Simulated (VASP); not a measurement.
Band structure of BaS (rock salt). Calculation: rev-vdW-DF2, VASP's PBE PAW potentials (set 64) (plane waves; VASP 6.6.1).

Unless said otherwise, spin-orbit coupling is left out, though it shifts the bands of the heavy elements here.

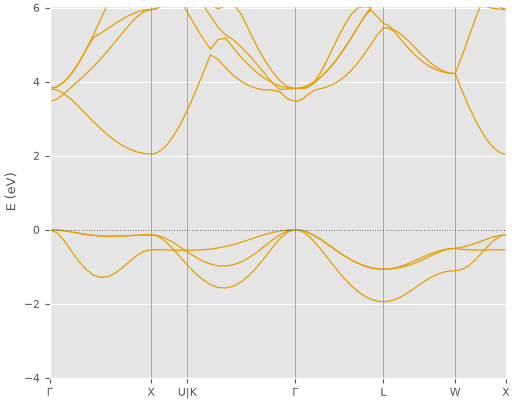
Fig. 1. Bands along high-symmetry lines, zero at the valence-band maximum or, without a gap, the Fermi level

Read the plot: is there a gap, and where are the band edges?

The gap is indirect, 2.04 eV, from the valence maximum at Γ to the conduction minimum at X. (Edges off the drawn lines would not show.)

The compound is BaS in the rock salt structure. It was relaxed first.
